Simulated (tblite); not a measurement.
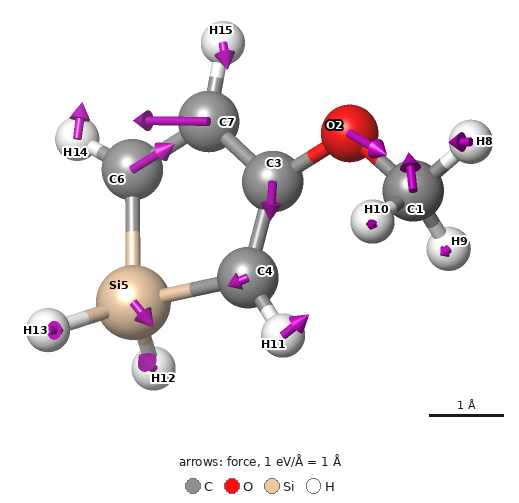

Starting geometry of C5H8OSi with the computed forces as purple arrows. A ball-and-stick model, seen from a free direction.

Computed with GFN2-xTB geometry optimisation, gas phase in tblite 0.8.0. 

> What follows when this structure is relaxed?

It isn't relaxed: the largest force vector, on C7, is 1.23 eV/Å. The final displacements follow the starting forces only in part (cosine between the two patterns 0.50). H14 moves most after the best rigid fit: 0.11 Å. By element the largest moves are H 0.11 Å, C 0.04 Å, O 0.03 Å, Si 0.02 Å. Among the contacts that change: C1–O2 1.431 → 1.405 Å, Si5–H12 1.488 → 1.464 Å, Si5–C6 1.868 → 1.888 Å, C6–C7 1.352 → 1.334 Å. Among the angles between lasting bonds that change: Si5–C4–H11 120.8° → 127.6°, Si5–C6–H14 122.5° → 128.6°, C3–C4–H11 128.4° → 123.2°. Over 27 geometry steps the energy falls by 0.116 eV.
